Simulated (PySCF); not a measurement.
Molecule: SMILES [OH][Al]([CH2]B(O)O)[OH] (CH₆AlBO₄). Atoms near the plane z = 0.0 Å, at the B3LYP/def2-SVP optimised geometry (x, y, z in Å): B1 (0.1, -0.4, 0.0), O2 (-0.5, -1.6, 0.0), O3 (1.5, -0.4, 0.0), C4 (-0.8, 1.0, 0.0), O7 (1.7, 2.3, 0.9), H8 (0.1, -2.3, 0.1), H9 (1.8, 0.5, 0.1), H10 (-0.7, 1.4, -1.0), H11 (-1.8, 0.8, 0.2).

Computed with B3LYP/def2-TZVP run with PySCF. Cells within 0.4 Å of a nucleus heavier than hydrogen are left out (blank, or x). The values are rescaled to run from 0 to 1.

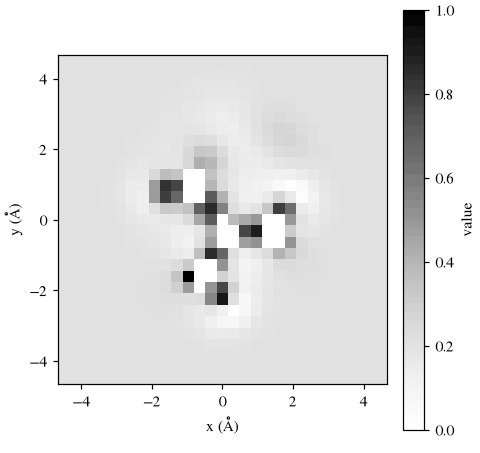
Figure: a field on the plane z = 0.0 Å.

Q: Which quantity is mapped?
A. deformation density (molecule minus spherical neutral atoms)
B. Laplacian of the electron density
C. electrostatic potential
D. log10 of the electron density

A: A, deformation density (molecule minus spherical neutral atoms). In full: deformation density (molecule minus spherical neutral atoms) (e/bohr³).
